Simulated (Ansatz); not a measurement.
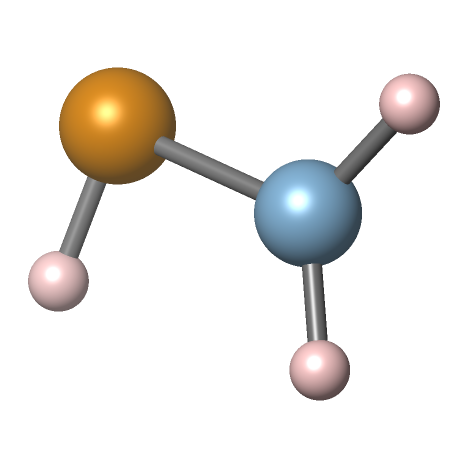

Rendered structure (ball-and-stick style). Every bond is drawn as one stick, whatever its order. Colours: aluminium light blue, tellurium orange, hydrogen pink.

Computed geometry: PBE0-D4/def2-TZVP optimisation. No frequency run is at hand to confirm it as a minimum.

Description:

It has 5 atoms: 1 aluminium, 3 hydrogen and 1 tellurium (AlH₃Te). The point group is Cs. All atoms lie on one plane. Coordination: 1 Al trigonal planar; 1 Te bent.

More results for the same structure follow; atom numbers are the same in all pictures, views and colours differ.

### Geometry

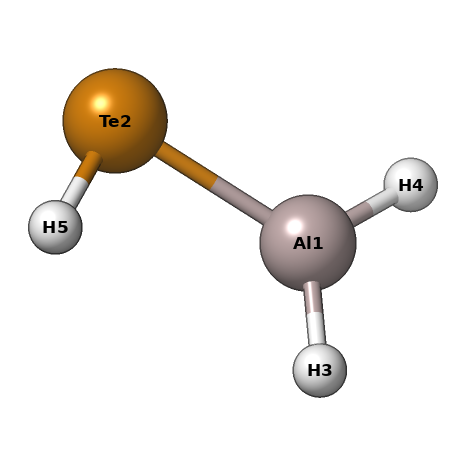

The atoms are numbered. No frequency run is at hand to confirm it as a minimum.

Give these bond angles: Te2–Al1–H3, Te2–Al1–H4, H3–Al1–H4, Al1–Te2–H5.

| angle | degrees |
| --- | --- |
| Te2–Al1–H3 | 119.4 |
| Te2–Al1–H4 | 116.4 |
| H3–Al1–H4 | 124.1 |
| Al1–Te2–H5 | 91.2 |

### Electronic properties

No frequency run is at hand to confirm it as a minimum. Level of theory: RKS PBE0-D4/def2-TZVPP, core potentials on Te (Ansatz 0.2.0).

Computed properties:

- HOMO energy (Kohn–Sham orbital): −6.88 eV
- LUMO energy (Kohn–Sham orbital): −1.63 eV
- HOMO–LUMO gap: 5.24 eV

### Dipole moment

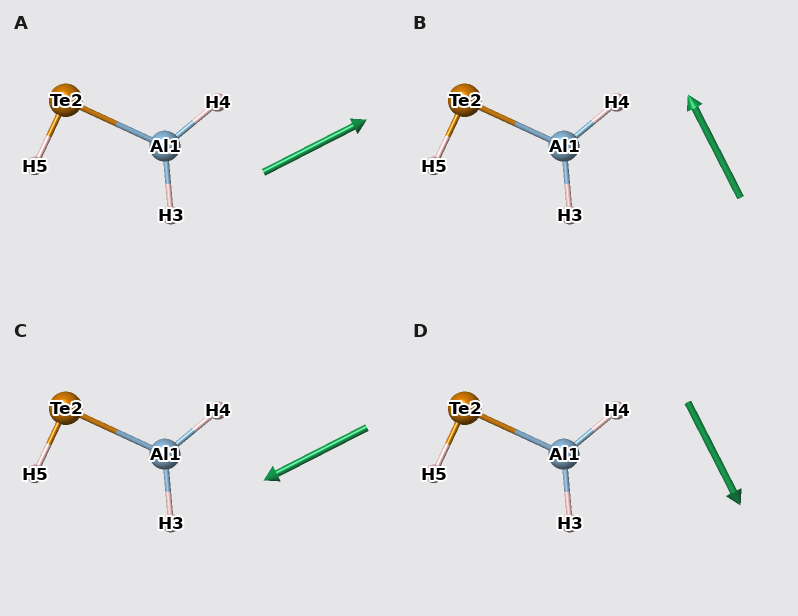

The same molecule four times, each with an arrow. No frequency run is at hand to confirm it as a minimum. Level of theory: RKS PBE0-D4/def2-TZVP, core potentials on Te (Ansatz 0.2.0).

Which arrow points along the dipole moment, from the negative to the positive end?

D. The dipole moment is 0.36 D; it points from the side of Te2 to the side of H3 (the outermost atoms at the two ends).

### Charges

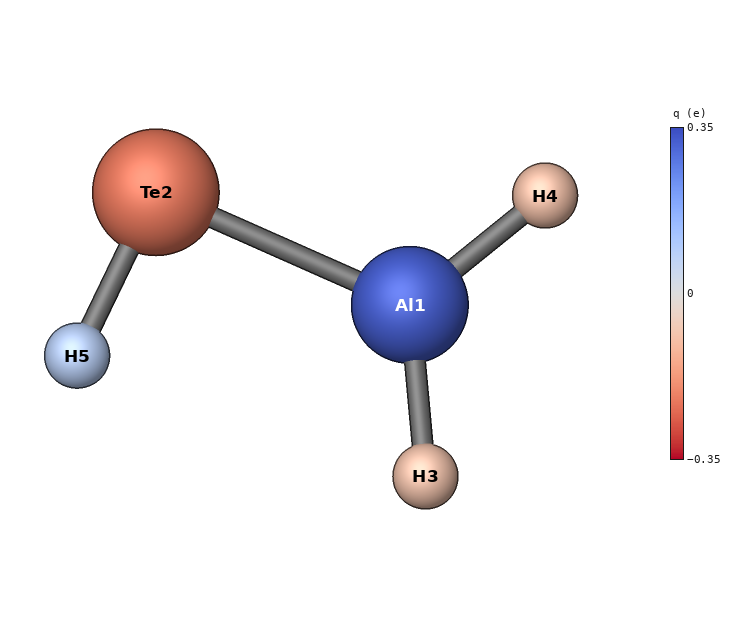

Atoms are coloured by their Mulliken charges. No frequency run is at hand to confirm it as a minimum. Properties computed with RKS PBE0-D4/def2-TZVP, core potentials on Te (Ansatz 0.2.0).

List the Mulliken charges.

```
atom  value (e)
 Al1       0.32
 Te2      −0.22
  H3      −0.08
  H4      −0.09
  H5       0.08
```

Mulliken values depend strongly on the basis set and can even reverse the polarity of a bond.
